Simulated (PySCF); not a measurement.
# C2H6BNO2: the cost of one run

Computed with PySCF 2.14.0, with density-fitted response routines of our own, on a single molecule in the gas phase. Atoms are numbered from 0 throughout.

## 1. Starting geometry

12 atoms, charge 0, multiplicity 1; geometry from: GFN2-xTB.

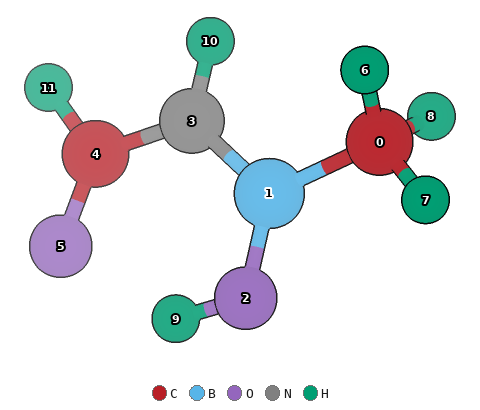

As it starts; carbon red, boron blue, oxygen purple, nitrogen grey, hydrogen teal, atoms numbered.

## 2. TDDFT and polarisability: CAM-B3LYP/def2-SVPD

What the job is given:

```
{"job": {"kind": "uv", "xc": "CAM-B3LYP", "basis": "def2-SVPD", "nstates": 8, "ntriplets": 3}, "charge": 0, "multiplicity": 1}
C     -1.758500    -0.580507    -0.386791
B     -0.441939     0.275667    -0.166856
O     -0.399807     1.580336    -0.386004
N      0.767229    -0.429174     0.290370
C      1.957400     0.170805     0.510177
O      2.179468     1.351551     0.360809
H     -1.996615    -1.183733     0.486071
H     -2.613784     0.051941    -0.600309
H     -1.640431    -1.266865    -1.222666
H      0.470046     1.975979    -0.216477
H      0.729443    -1.423270     0.454562
H      2.748688    -0.523415     0.851086
```

With the program's defaults for keys left out, this is: TDDFT CAM-B3LYP/def2-SVPD, vertical, gas phase, core orbitals frozen in the response.

Started as:

```bash
$ OMP_NUM_THREADS=1 python probes_run.py task.json out
```

The driver reads the jobs from task.json and runs them one after another.

**Question.** How long does this first job take on 1 thread of Arm Neoverse N1, shared host, and how much memory does it need?

About 45 s, with a peak of 0.74 GiB.
